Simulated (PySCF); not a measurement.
**GeSiH6O (SMILES [OH][GeH2][SiH3]) at SVWN5/cc-pVDZ**

What is the energy change on altering one bond length of GeSiH6O at SVWN5/cc-pVDZ? 

Program for the calculation: PySCF 2.14.0.

2 further runs of the same task are left out: 2 set aside as unsound or not needed.

## (1) Starting point

GeSiH6O has 9 atoms, charge 0, and is taken as a singlet. As SMILES, `[OH][GeH2][SiH3]`. The coordinates come from a PBE0-D4/def2-TZVP relaxation. This is one conformer, not always the lowest.

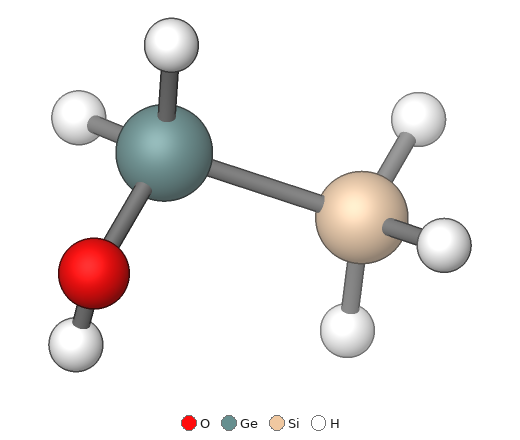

The structure, seen from a chosen angle (oxygen red, germanium teal, silicon light orange, hydrogen white).

## (2) A single-point energy at SVWN5/cc-pVDZ

Contents of input.py:

```python
# [OH][GeH2][SiH3]
from pyscf import gto, dft

mol = gto.M(
    atom='''
O     -3.147150     1.895773    -1.615338
Ge     0.163083     1.699998    -0.936359
Si     0.993618    -1.909946     1.644818
H     -3.729186     0.506258    -2.624830
H      1.651054     1.572441    -3.447616
H      0.733403     4.207853     0.407992
H      3.752996    -2.140682     2.132367
H      0.113573    -4.225806     0.314261
H     -0.364339    -1.693384     4.092769
''',
    unit='bohr',
    charge=0,
    verbose=3,
    basis='cc-pvdz',
    max_memory=1860,
)

mf = dft.RKS(mol)
mf.xc = 'svwn'
mf.grids.level = 5
mf.conv_tol = 1e-10
mf.kernel()
if not mf.converged:
    mf = mf.newton().run(mf.mo_coeff, mf.mo_occ)

e_tot = mf.e_tot
print(f'total energy: {e_tot:.8f} hartree')
```

On the command line:

```console
$ OMP_NUM_THREADS=1 python input.py
```

The program printed:

```text
converged SCF energy = -2440.39530692306
total energy: -2440.39530692 hartree
```

It took 12 s on 1 thread of Intel Xeon at 2.70GHz, shared host; peak memory 0.3 GiB.

## (3) The distorted shape

Contents of job.py:

```python
from pyscf import gto, dft

molecule = gto.Mole()
molecule.atom = [
    ('O', (-1.295799, 1.885562, -0.213759)),
    ('Ge', (0.455901, 1.781962, 0.145541)),
    ('Si', (0.895401, -0.128338, 1.511441)),
    ('H', (-1.973400, 0.267900, -1.389000)),
    ('H', (1.243301, 1.714462, -1.183359)),
    ('H', (0.757701, 3.109062, 0.856941)),
    ('H', (2.355601, -0.250438, 1.769441)),
    ('H', (0.429701, -1.353838, 0.807341)),
    ('H', (0.176801, -0.013738, 2.806841)),
]
molecule.spin = 0
molecule.verbose = 3
molecule.charge = 0
molecule.basis = 'cc-pvdz'
molecule.max_memory = 1860
molecule.build()

myscf = dft.RKS(molecule, xc='svwn')
myscf.conv_tol = 1e-10
myscf.grids.level = 5
myscf.kernel()
if not myscf.converged:
    myscf = myscf.newton().run(myscf.mo_coeff, myscf.mo_occ)

e_final = myscf.e_tot
print(f'total energy: {e_final:.8f} hartree')
```

On the command line:

```console
$ OMP_NUM_THREADS=1 python job.py
```

The program printed:

```text
converged SCF energy = -2440.21463244957
total energy: -2440.21463245 hartree
```

Run time: 17 s. Hardware: 1 thread of Intel Xeon at 2.70GHz, shared host; peak memory 0.3 GiB.

## (4) What came out

Level: SVWN5/cc-pVDZ.

| quantity | value |
| --- | --- |
| first shape: total energy | -2440.39531 Eh |
| first shape: dipole moment | 1.31 D |
| first shape: HOMO energy | -6.28 eV |
| first shape: LUMO energy | -1.12 eV |
| first shape: HOMO–LUMO gap | 5.16 eV |
| distorted shape: total energy | -2440.21463 Eh |
| distorted shape: dipole moment | 1.39 D |
| distorted shape: HOMO energy | -5.99 eV |
| distorted shape: LUMO energy | -5.63 eV |
| distorted shape: HOMO–LUMO gap | 0.36 eV |
| energy change with the O1–H4 bond stretched from 0.960 to 2.111 Å | 4.916 eV |

One bond (distorted shape) is far stretched, which a spin-restricted single reference describes badly; a broken-symmetry solution may lie lower. With the O1–H4 bond stretched from 0.960 to 2.111 Å the energy rises by 4.92 eV (113 kcal/mol). The first shape isn't relaxed at this level, so the change isn't measured from a minimum. A restricted reference can't describe the breaking bond well at this length. Mulliken charges (first shape) run from -0.34 on O1 to +0.24 on Ge2; they depend strongly on the basis.
